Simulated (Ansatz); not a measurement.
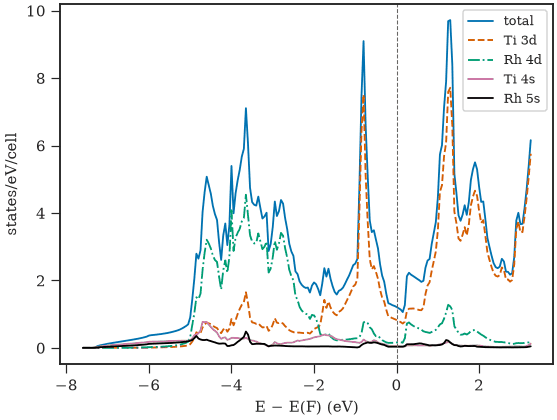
Figure: Total and projected density of states of Ti₂Rh (MoSi2 or CaC2 type, space group No. 139), plane-wave PAW r²SCAN (Ansatz code)

Problem. Which orbitals carry the states next to the Fermi level?

Solution. Within 0.5 eV of the Fermi level: Ti 3d 64 %, Rh 4d 19 %, outside the projected shells 8 %. Projections are on Löwdin-orthogonalised atomic valence shells; empty p or d shells of many metals are not among them.

Problem. Where is the tallest occupied peak in this window, and what makes it?

Solution. Near -0.8 eV, about 9.1 states/eV per cell; the largest projected share is Ti 3d.

Space group I4/mmm (MoSi2 or CaC2 type). The workflow started from a Materials Project entry (that database holds measured and hypothetical structures alike); the Crystallography Open Database copy checked does not list it. With Ti and Rh taken as one species the cell has the higher symmetry I4/mmm, so it may be an ordered model of a mixed-site phase. Its standing as an ambient phase is unchecked. The r²SCAN relaxation kept the symmetry of its start; whether a distortion lowers the energy is not shown. No spin polarisation was allowed. Spin–orbit coupling is left out wherever it is not named.

Potentials: the later of the program's two PAW sets.
